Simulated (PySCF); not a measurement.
Cu(Cp)(CO), C6H5CuO, singlet at its B3LYP/def2-SVP optimised geometry (Å):

```
13

Cu    -0.6674    -0.7378     0.0000
C      0.3695     0.8310     1.2020
C      1.1079     0.6145     0.0000
C      1.5640    -0.7378     0.0000
C      1.1074    -1.3572     1.2020
C      0.3692    -0.3876     1.9449
H     -0.0946     1.7679     1.5085
H      1.3064     1.3572    -0.7721
H      2.1716    -1.2087    -0.7721
H      1.3054    -2.3838     1.5085
H     -0.0953    -0.5442     2.9180
O     -3.1268    -1.5753    -1.3638
C     -2.1716    -1.2485    -0.8336
```

Level of theory: B3LYP/def2-TZVP (PySCF). Cells within 0.4 Å of a nucleus heavier than hydrogen are left out (blank, or x).

Map of the Laplacian of the electron density (e/bohr⁵), clipped to [-1.50, 1.50] on the plane z = 0.0 Å:

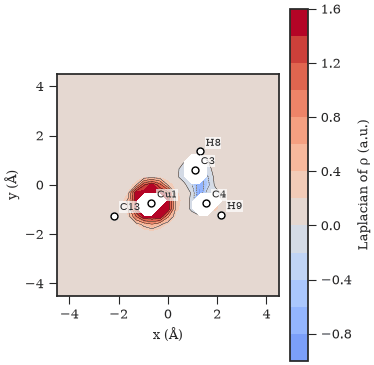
Fig. 1. Laplacian of the electron density (e/bohr⁵), clipped to [-1.50, 1.50] on the plane z = 0.0 Å.
